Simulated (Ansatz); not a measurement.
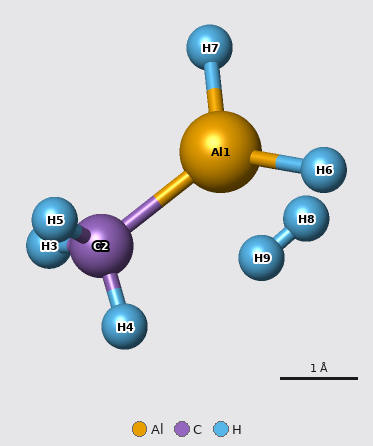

**Figure 1.** The structure as given in the input (ball-and-stick view, seen at a tilt; atoms are numbered from 1 in the order of the input). Sticks mark near contacts. Bond lengths as drawn: Al–C 1.99 Å, Al–H 1.61 Å, C–H 1.11 Å and H–H 0.78 Å.

**Nudged elastic band, with input and output: CH$_{7}$Al**

The run: nudged elastic band of CH$_{7}$Al. Method and program: RKS PBE/cc-pVDZ (Ansatz 0.2.0).

One setting was made poor on purpose. It belongs to a series of runs on one base structure; here: an input spoilt on purpose.

The input:
```yaml
crystal:
  periodic: [false, false, false]
  atoms:
    - { symbol: Al, position_ang: [-0.009479, -0.022586, 0.350939] }
    - { symbol: C, position_ang: [0.025447, 0.285476, 2.31186] }
    - { symbol: H, position_ang: [-0.923541, 0.00184, 2.812392] }
    - { symbol: H, position_ang: [0.864503, -0.237425, 2.816267] }
    - { symbol: H, position_ang: [0.171613, 1.372759, 2.499983] }
    - { symbol: H, position_ang: [1.367979, -0.194253, -0.466454] }
    - { symbol: H, position_ang: [-1.389061, 0.11908, -0.469064] }
    - { symbol: H, position_ang: [-0.286195, -2.277143, 0.178885] }
    - { symbol: H, position_ang: [-0.249465, -2.191448, 0.950892] }
basis:
  gaussian: { orbitals: cc-pVDZ }
hamiltonian:
  xc: pbe
neb:
  order_check: false
  images: 7
  f_tol: 0.03
  max_iterations: 8
  max_displacement: 0.02
  optimiser: lbfgs
  final_atoms:
    - { symbol: Al, position_ang: [-0.009479, -0.022586, 0.350939] }
    - { symbol: C, position_ang: [0.025447, 0.285476, 2.31186] }
    - { symbol: H, position_ang: [-0.923541, 0.00184, 2.812392] }
    - { symbol: H, position_ang: [0.864503, -0.237425, 2.816267] }
    - { symbol: H, position_ang: [0.171613, 1.372759, 2.499983] }
    - { symbol: H, position_ang: [1.367979, -0.194253, -0.466454] }
    - { symbol: H, position_ang: [-1.389061, 0.11908, -0.469064] }
    - { symbol: H, position_ang: [-0.286195, -2.277143, 0.178885] }
    - { symbol: H, position_ang: [-0.249465, -2.191448, 0.950892] }
  initial_path: idpp
```

Launch command:
```bash
ansatz run input.yaml --threads 1 --pin off --max-ram 2048MiB --backend cpu --events-out ev --progress --plain --runs-dir out
```

Log:
```
Error: invalid value for `neb.final_atoms`: is identical to crystal.atoms — the two endpoints must differ for a path to exist
```

Outcome:

- outcome: refused by the program
- hardware: 1 thread of Arm Neoverse V1, 24 GiB of memory available, shared host

Diagnosis:

The program refused the input: “invalid value for `neb.final_atoms`: is identical to crystal.atoms — the two endpoints must differ for a path to exist” A deliberately poor setting: bad input.
